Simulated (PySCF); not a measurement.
Molecule: B(F)2(OSiH3), SMILES O(B(F)F)[SiH3] (H3BF2OSi). Atoms near the plane z = 0.0 Å, at the B3LYP/def2-SVP optimised geometry (x, y, z in Å): B1 (-1.4, -0.7, 0.0), F2 (-2.1, -1.8, 0.0), F3 (-2.1, 0.4, 0.0), O4 (-0.1, -0.7, 0.0), Si5 (1.2, 0.4, 0.0), H6 (0.7, 1.8, -0.2).

Method: PySCF 2.14.0 with B3LYP/def2-TZVP. Cells within 0.4 Å of a nucleus heavier than hydrogen are left out (blank, or x). The values are rescaled to run from 0 to 1.

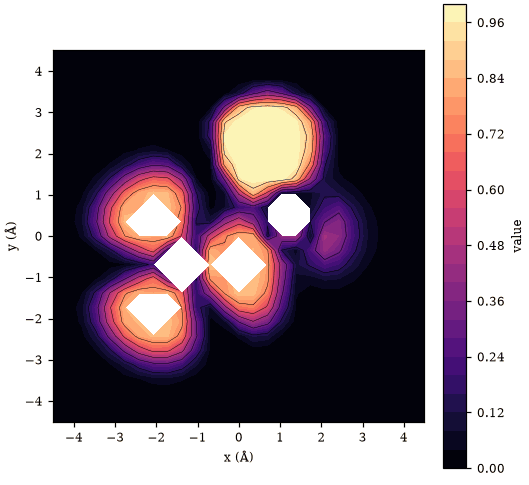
Figure. a field on the plane z = 0.0 Å.

Which quantity is mapped?
A) Laplacian of the electron density
B) electron localisation function
C) an orbital amplitude
D) electrostatic potential

B, electron localisation function
